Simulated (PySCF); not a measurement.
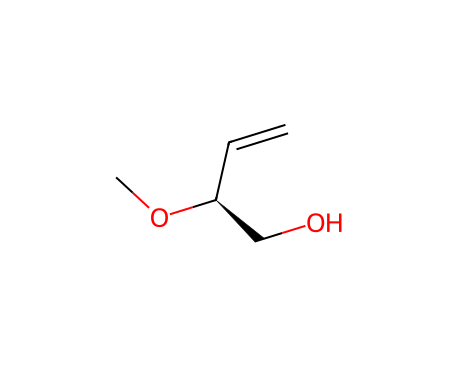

2D structure.

Give its SMILES.

C=C[C@@H](CO)OC

Give the formula, hydrogens included.

C5H10O2.

An optimisation with GFN2-xTB gave a structure of which point group?

C1.

The parts below concern this one geometry. Atoms keep their numbers from picture to picture. The computed structure is the end point of a GFN2-xTB optimisation. No frequency run is at hand to confirm it as a minimum.

## Electronic properties

No frequency run is at hand to confirm it as a minimum. Properties computed with PBE0/pcSseg-1, gas phase (PySCF 2.14.0).

What does the calculation give?

- dipole moment: 2.45 D
- HOMO energy (Kohn–Sham orbital): −7.45 eV
- LUMO energy (Kohn–Sham orbital): 0.09 eV
- HOMO–LUMO gap: 7.55 eV

## NMR shielding

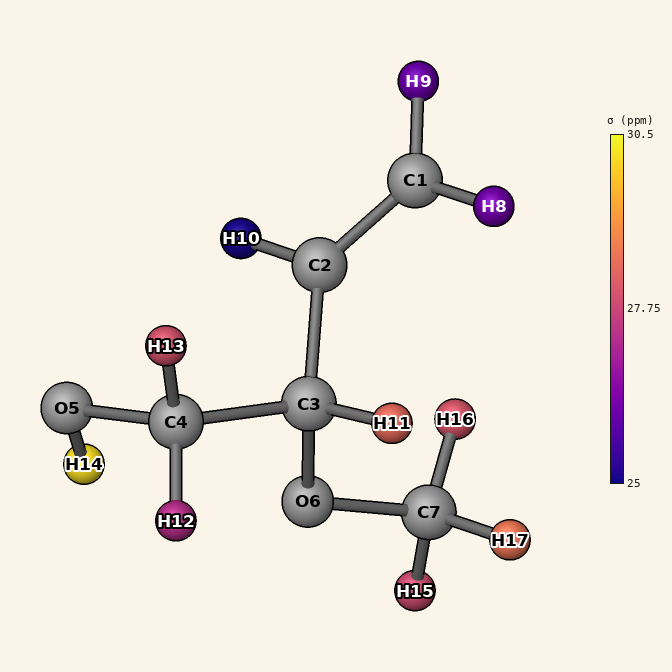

Atoms are coloured by their isotropic NMR shieldings (H only, the others grey). No frequency run is at hand to confirm it as a minimum. Level of theory: GIAO PBE0/pcSseg-1 NMR shielding, non-relativistic, gas phase (PySCF 2.14.0).

Which H atom is the most shielded (lowest chemical shift)?

H14 (30.16 ppm).

Which H atom is the least shielded (highest chemical shift)?

H10 (25.10 ppm).

How wide is the range of H shifts?

5.06 ppm.

Give the isotropic NMR shieldings of the H atoms atom by atom.

```csv
atom,σ (ppm)
H8,26.19
H9,26.09
H10,25.10
H11,28.43
H12,27.33
H13,28.02
H14,30.16
H15,27.90
H16,28.09
H17,28.65
```

## Quadrupole coupling

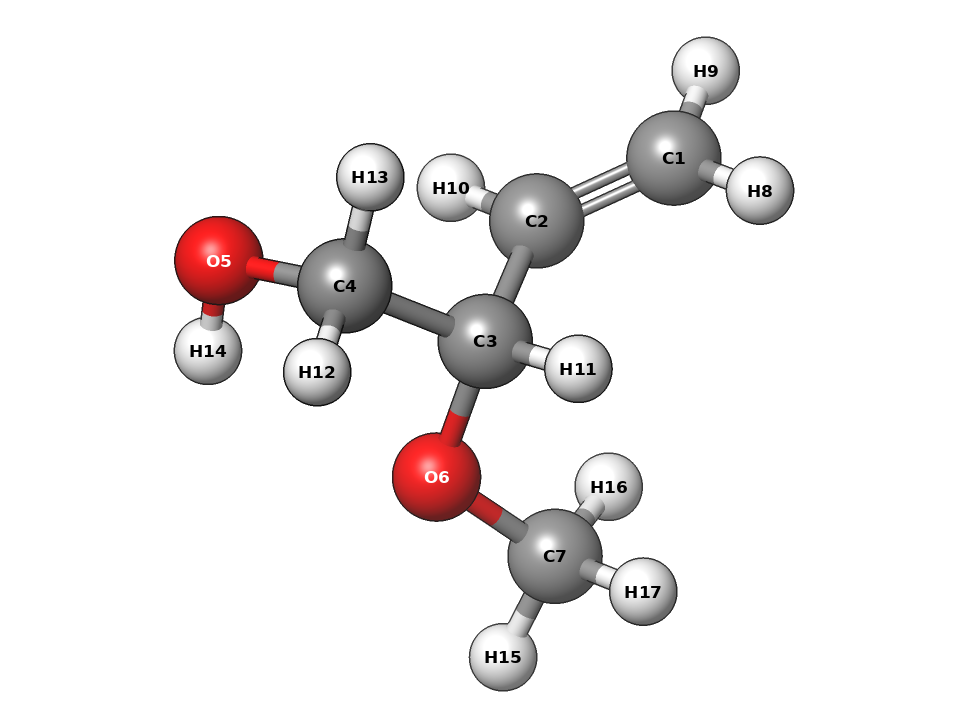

No frequency run is at hand to confirm it as a minimum. Electric field gradients from the ground-state density, PBE0/pcSseg-1 (PySCF 2.14.0), non-relativistic apart from any core potentials.

Give the largest field-gradient component, the quadrupole coupling constant and the asymmetry for 17O at O5 (Q = −25.6 mb), 17O at O6 (Q = −25.6 mb).

```tsv
atom	V_zz (a.u.)	e²qQ/h (MHz)	η
O5	−1.933	11.62	0.90
O6	−2.007	12.07	0.96
```

## Charges

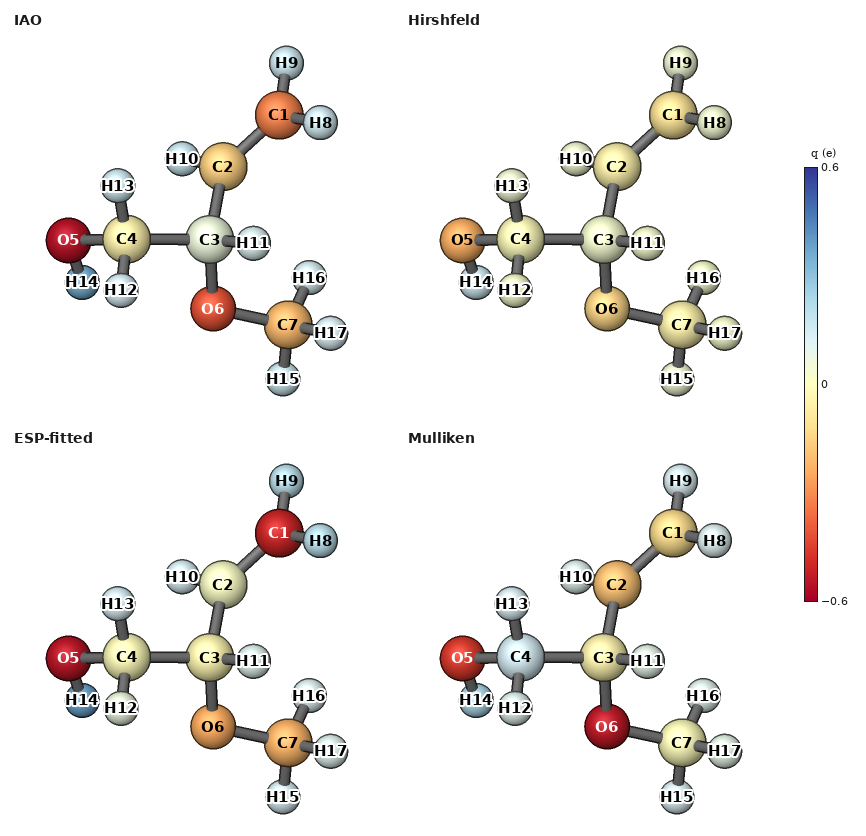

Atomic charges of one calculation by 4 schemes, on one colour scale. No frequency run is at hand to confirm it as a minimum. Method: PBE0/pcSseg-1 (PySCF 2.14.0).

On which atom do the schemes disagree most?

On C1 (from −0.51 to −0.10 e); O6 (from −0.53 to −0.14 e).

List the charges (e), one line for each set of equivalent atoms.

| atom | IAO | Hirshfeld | ESP-fitted | Mulliken |
| --- | --- | --- | --- | --- |
| C1 | −0.31 | −0.10 | −0.51 | −0.12 |
| C2 | −0.15 | −0.04 | 0.02 | −0.18 |
| C3 | 0.07 | 0.04 | −0.03 | −0.04 |
| C4 | −0.04 | 0.00 | −0.01 | 0.14 |
| O5 | −0.55 | −0.23 | −0.54 | −0.46 |
| O6 | −0.40 | −0.14 | −0.24 | −0.53 |
| C7 | −0.20 | −0.04 | −0.22 | −0.01 |
| H8 | 0.14 | 0.04 | 0.19 | 0.11 |
| H9 | 0.15 | 0.05 | 0.19 | 0.12 |
| H10 | 0.16 | 0.04 | 0.12 | 0.11 |
| H11 | 0.11 | 0.04 | 0.11 | 0.09 |
| H12 | 0.12 | 0.03 | 0.07 | 0.11 |
| H13 | 0.15 | 0.05 | 0.13 | 0.12 |
| H14 | 0.35 | 0.15 | 0.38 | 0.23 |
| H15 | 0.16 | 0.05 | 0.13 | 0.12 |
| H16 | 0.13 | 0.03 | 0.11 | 0.10 |
| H17 | 0.12 | 0.04 | 0.11 | 0.09 |

Mulliken values depend strongly on the basis set and can even reverse the polarity of a bond.
